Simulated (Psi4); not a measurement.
# CH5BS (BH2(SMe)): HF/aug-cc-pVDZ

Aim: the energy change on altering one bond length of CH5BS (BH2(SMe)) at HF/aug-cc-pVDZ, from 2 runs. 

The results are computed with Psi4 1.11.

**1. The system as given**

CH5BS has 8 atoms, charge 0, and is taken as a singlet. SMILES: `[H]B([H])SC`. Geometry: relaxed at GFN2-xTB.

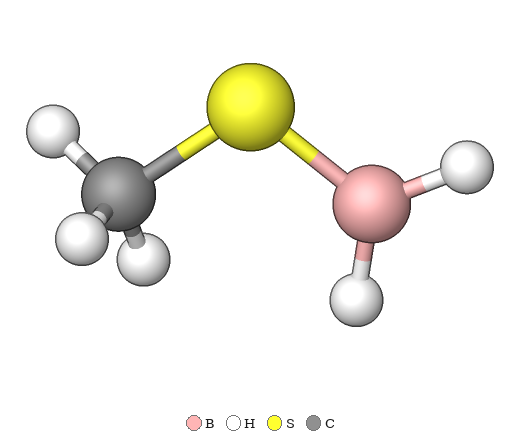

The structure, seen from a chosen angle (boron pink, hydrogen white, sulfur yellow, carbon grey).

**2. Energy and gradient at HF/aug-cc-pVDZ**

Input file ch5bs.py:

```python
import psi4

psi4.set_memory(1600000000)
psi4.set_num_threads(1)
psi4.core.set_output_file('output.dat', False)

geom = psi4.geometry("""
B      0.95397154     2.03432797    -1.96525848
H      2.63210503     2.11964910    -0.53318623
H      0.87152279     3.28062124    -3.78158764
S     -1.55664300    -0.03966535    -1.47665089
C     -0.81545462    -1.61751108     1.51210215
H      1.21297740    -1.68556011     1.78769981
H     -1.58859827    -3.51279300     1.41706783
H     -1.70986199    -0.57906878     3.03979455
units bohr
symmetry c1
no_reorient
no_com
""")

psi4.set_options({
    'basis': 'aug-cc-pVDZ',
    'reference': 'rhf',
    'puream': True,
    'e_convergence': 1e-09,
    'd_convergence': 1e-08,
    'scf_type': 'pk',
})

result, w = psi4.gradient('hf', molecule=geom, return_wfn=True)
psi4.oeprop(w, 'DIPOLE', 'QUADRUPOLE', 'LOWDIN_CHARGES', title='HF')
print('gradient / Eh bohr^-1')
print(result.np.round(6))
print(f'energy = {w.energy():.10f} Eh')
for k, v in sorted(psi4.core.scalar_variables().items()):
    print(f'{k:45s} {v:18.10f}')
```

The run is started by

```
$ python ch5bs.py
```

output.dat:

```text
[...]
  Running in c1 symmetry.
[...]
  Nuclear repulsion =   94.630001555680394
[...]
  Multiplicity = 1
[...]
  Nalpha       = 16
  Nbeta        = 16
[...]
    Number of basis functions: 118
[...]
   @RHF iter   1:  -462.94396885933941   -6.18012e-01   2.45153e-03 ADIIS/DIIS
[...]
   @RHF iter  11:  -463.01127977504427   -2.78533e-11   8.69318e-09 DIIS
[...]
    Orbital Energies [Eh]
    ---------------------
    Doubly Occupied:
       1A    -91.953891     2A    -11.267276     3A     -8.958889
       4A     -7.616089     5A     -6.640693     6A     -6.639097
       7A     -6.638294     8A     -1.047423     9A     -0.887725
      10A     -0.677351    11A     -0.597302    12A     -0.596278
      13A     -0.540823    14A     -0.481025    15A     -0.427181
      16A     -0.380686
[...]
  @RHF Final Energy:  -463.01127977504427
   => Energetics <=
    Nuclear Repulsion Energy =             94.6300015556803942
    One-Electron Energy =                -824.5825188793390907
    Two-Electron Energy =                 266.9412375486143674
    Total Energy =                       -463.0112797750442724
[...]
  -Total Gradient:
     Atom            X                  Y                   Z
    ------   -----------------  -----------------  -----------------
       1       -0.005422367403    -0.004225971137     0.001522031413
       2       -0.010986549651    -0.001660666770    -0.008328621727
       3       -0.000100884692    -0.008695295011     0.011519710955
       4        0.014390132451     0.013588407950    -0.003861427605
       5        0.003340546618    -0.003068254181     0.002322123120
       6       -0.000702515236     0.000883817448    -0.000302909865
       7       -0.000128815914     0.001906911798    -0.001264336976
       8       -0.000389546173     0.001271049904    -0.001606569311
[...]
 Multipole Moments:
 ------------------------------------------------------------------------------------
     Multipole            Electronic (a.u.)      Nuclear  (a.u.)        Total (a.u.)
 ------------------------------------------------------------------------------------
 L = 1.  Multiply by 2.5417464519 to convert [e a0] to [Debye]
 Dipole X            :         23.7974306          -23.6110131            0.1864176
 Dipole Y            :          0.2786677           -0.5452238           -0.2665561
 Dipole Z            :         23.0297905          -22.4503054            0.5794851
 Magnitude           :                                                    0.6645349
 L = 2.  Multiply by 1.3450342976 to convert [e a0^2] to [Debye ang]
 Quadrupole XX       :        -83.5570986           61.9164203          -21.6406783
 Quadrupole XY       :        -31.4399786           31.5696864            0.1297078
[...]
```

Standard output:

```text
gradient / Eh bohr^-1
[[-0.005422 -0.004226  0.001522]
 [-0.010987 -0.001661 -0.008329]
 [-0.000101 -0.008695  0.01152 ]
 [ 0.01439   0.013588 -0.003861]
 [ 0.003341 -0.003068  0.002322]
 [-0.000703  0.000884 -0.000303]
 [-0.000129  0.001907 -0.001264]
 [-0.00039   0.001271 -0.001607]]
energy = -463.0112797750 Eh
CURRENT ENERGY                                   -463.0112797750
CURRENT REFERENCE ENERGY                         -463.0112797750
DD SOLVATION ENERGY                                 0.0000000000
HF KINETIC ENERGY                                 463.0664065359
HF POTENTIAL ENERGY                              -926.0776863109
HF TOTAL ENERGY                                  -463.0112797750
HF VIRIAL RATIO                                     1.9998809528
NUCLEAR REPULSION ENERGY                           94.6300015557
ONE-ELECTRON ENERGY                              -824.5825188793
PCM POLARIZATION ENERGY                             0.0000000000
PE ENERGY                                           0.0000000000
SCF ITERATION ENERGY                             -463.0112797750
SCF ITERATIONS                                     11.0000000000
SCF TOTAL ENERGY                                 -463.0112797750
TWO-ELECTRON ENERGY                               266.9412375486
```

Run time: 31 s. Hardware: 1 thread of Intel Xeon Platinum 8259CL at 2.50GHz (Skylake/Cascade Lake), shared host; peak memory 0.64 GiB.

**3. The distorted shape: the energy at HF/aug-cc-pVDZ**

Input file job.inp:

```
memory 1.6 GB

molecule m {
  0 1
  B
  H 1 r2
  H 1 r3 2 a3
  S 1 r4 3 a4 2 d4
  C 4 r5 1 a5 3 d5
  H 5 r6 4 a6 1 d6
  H 5 r7 6 a7 2 d7
  H 5 r8 6 a8 7 d8

  r2 = 1.168301
  r3 = 1.166484
  a3 = 122.75558
  r4 = 1.742542
  a4 = 116.73357
  d4 = -179.13633
  r5 = 2.3802
  a5 = 104.59984
  d5 = -179.30495
  r6 = 1.083861
  a6 = 110.09206
  d6 = -28.22321
  r7 = 1.084345
  a7 = 110.43689
  d7 = 142.38848
  r8 = 1.086061
  a8 = 110.3798
  d8 = 121.55491
  units angstrom
  symmetry c1
  no_reorient
  no_com
}

set basis aug-cc-pVDZ
set reference rhf
set puream true
set e_convergence 1e-09
set d_convergence 1e-08
set scf_type pk

E, wfn = energy('hf', return_wfn=True)
oeprop(wfn, 'DIPOLE', 'MULLIKEN_CHARGES', 'LOWDIN_CHARGES')
```

The run is started by

```
$ psi4 job.inp job.out -n 1
```

job.out:

```text
[...]
  Running in c1 symmetry.
[...]
  Nuclear repulsion =   85.011923571562633
[...]
  Multiplicity = 1
[...]
  Nalpha       = 16
  Nbeta        = 16
[...]
    Number of basis functions: 118
[...]
   @RHF iter   1:  -462.88886543479248   -1.10634e+00   2.29085e-03 ADIIS/DIIS
[...]
   @RHF iter  12:  -462.95372713614825   -8.75389e-12   5.16573e-09 DIIS
[...]
    Orbital Energies [Eh]
    ---------------------
    Doubly Occupied:
       1A    -91.963345     2A    -11.312147     3A     -8.962798
       4A     -7.613745     5A     -6.644026     6A     -6.642847
       7A     -6.641937     8A     -0.978609     9A     -0.921726
      10A     -0.659367    11A     -0.598043    12A     -0.596216
      13A     -0.524991    14A     -0.465662    15A     -0.384373
      16A     -0.381114
[...]
  @RHF Final Energy:  -462.95372713614825
   => Energetics <=
    Nuclear Repulsion Energy =             85.0119235715626331
    One-Electron Energy =                -805.3494087204451262
    Two-Electron Energy =                 257.3837580127342335
    Total Energy =                       -462.9537271361482453
[...]
 Multipole Moments:
 ------------------------------------------------------------------------------------
     Multipole            Electronic (a.u.)      Nuclear  (a.u.)        Total (a.u.)
 ------------------------------------------------------------------------------------
 L = 1.  Multiply by 2.5417464519 to convert [e a0] to [Debye]
 Dipole X            :          0.0676541           -0.0886218           -0.0209677
 Dipole Y            :          2.1504736           -2.8086426           -0.6581690
 Dipole Z            :         -3.5900120            4.3281543            0.7381423
 Magnitude           :                                                    0.9891815
[...]
  Mulliken Charges: (a.u.)
   Center  Symbol    Alpha    Beta     Spin     Total
       1     B     2.75276  2.75276  0.00000 -0.50553
       2     H     0.35295  0.35295  0.00000  0.29409
       3     H     0.29536  0.29536  0.00000  0.40928
       4     S     8.10601  8.10601  0.00000 -0.21201
       5     C     2.83947  2.83947  0.00000  0.32106
       6     H     0.57523  0.57523  0.00000 -0.15046
       7     H     0.54136  0.54136  0.00000 -0.08273
       8     H     0.53686  0.53686  0.00000 -0.07371
   Total alpha = 16.00000, Total beta = 16.00000, Total charge =  0.00000
[...]
```

Run time: 11 s. Hardware: 1 thread of Intel Xeon Platinum 8259CL at 2.50GHz (Skylake/Cascade Lake), shared host; peak memory 0.64 GiB.

**4. Summary of results**

Level: HF/aug-cc-pVDZ.

| quantity | value |
| --- | --- |
| first shape: total energy | -463.01128 Eh |
| first shape: dipole moment | 1.69 D |
| first shape: HOMO energy | -10.36 eV |
| first shape: LUMO energy | 0.98 eV |
| first shape: HOMO–LUMO gap | 11.34 eV |
| first shape: largest force on an atom | 1.037 eV/Å |
| distorted shape: total energy | -462.95373 Eh |
| distorted shape: dipole moment | 2.51 D |
| distorted shape: HOMO energy | -10.37 eV |
| distorted shape: LUMO energy | 0.78 eV |
| distorted shape: HOMO–LUMO gap | 11.15 eV |
| energy change with the S4–C5 bond stretched from 1.831 to 2.380 Å | 1.566 eV |

With the S4–C5 bond stretched from 1.831 to 2.380 Å the energy rises by 1.57 eV (36 kcal/mol). The first shape isn't relaxed at this level, so the change isn't measured from a minimum. The largest force (first shape) is 1.04 eV/Å: the shape isn't a stationary point for this species at this level. Mulliken charges (distorted shape) run from -0.51 on B1 to +0.41 on H3; in a basis this large or diffuse they mean little.
